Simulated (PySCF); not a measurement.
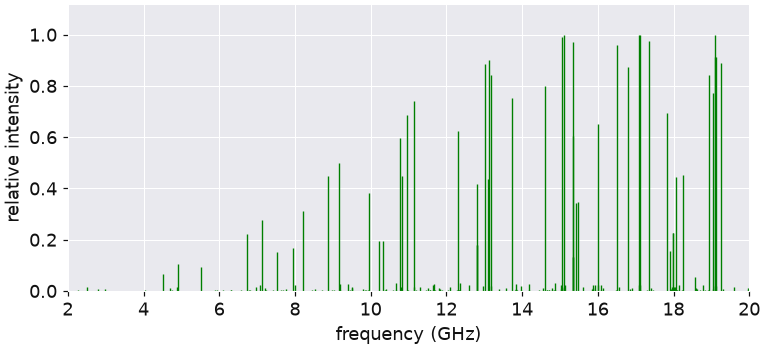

C₇H₉P (3,4-dimethylphosphinine), SMILES Cc1ccpcc1C. Simulated rotational absorption lines between 2 and 20 GHz at 2 K: rigid rotor with the equilibrium constants and dipole of one optimised conformer (PBE0-D3(BJ)/def2-SVP, PySCF 2.14.0), commonest isotopes; no centrifugal distortion, hyperfine structure, internal rotation or nuclear-spin weights; lines within 1 MHz of each other are summed.

What are the rotational constants, and what kind of rotor is it?

Rotational constants A, B, C = 2.932, 1.505, 1.007 GHz; Ray's κ = −0.48, an asymmetric top on the prolate side.

Assign the strongest lines, as J(Ka,Kc).

| GHz | upper | lower | type | relative intensity |
| --- | --- | --- | --- | --- |
| 17.10 | 8(0,8) | 7(0,7) | a | 1.00 |
| 19.09 | 7(2,5) | 6(2,4) | a | 1.00 |
| 15.10 | 7(0,7) | 6(0,6) | a | 1.00 |
| 17.09 | 8(1,8) | 7(1,7) | a | 1.00 |
| 15.06 | 7(1,7) | 6(1,6) | a | 0.99 |
| 17.34 | 7(1,6) | 6(1,5) | a | 0.97 |

Note: coarse grid, loose stop and no frequency check, small forces are noise and the end may be a saddle.
